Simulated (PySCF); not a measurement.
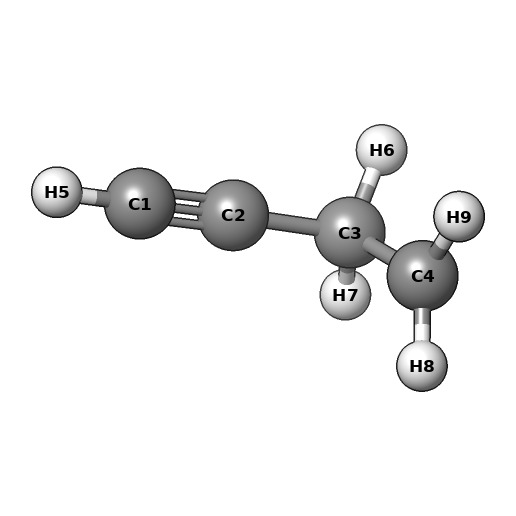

Charge 0, doublet. The geometry was computed by an optimisation with GFN2-xTB. No frequency run is at hand to confirm it as a minimum. Level of theory: UKS B3LYP, pcH-1 on C H, non-relativistic (PySCF 2.14.0). Fermi-contact and spin-dipolar terms alone, no spin-orbit part.

**Which nucleus has the largest dipolar (anisotropic) hyperfine coupling?**

13C at C4: principal values −82.9, −82.1, 165.1 MHz.

List the isotropic and dipolar parts for the most strongly coupled nuclei, one of each equivalent set.

| atom | isotope | a_iso (MHz) | dipolar part (MHz) |
| --- | --- | --- | --- |
| C4 | 13C | 102.4 | −82.9, −82.1, 165.1 |
| H8 | 1H | −61.5 | −39.6, −0.9, 40.5 |
| H6 | 1H | 31.9 | −5.2, −4.7, 9.8 |
| C2 | 13C | 108.5 | −6.3, −3.3, 9.6 |
| C1 | 13C | 8.4 | −5.2, −2.8, 8.1 |
| H5 | 1H | −2.5 | −2.9, −0.8, 3.7 |
| C3 | 13C | −26.0 | −2.6, 0.5, 2.1 |
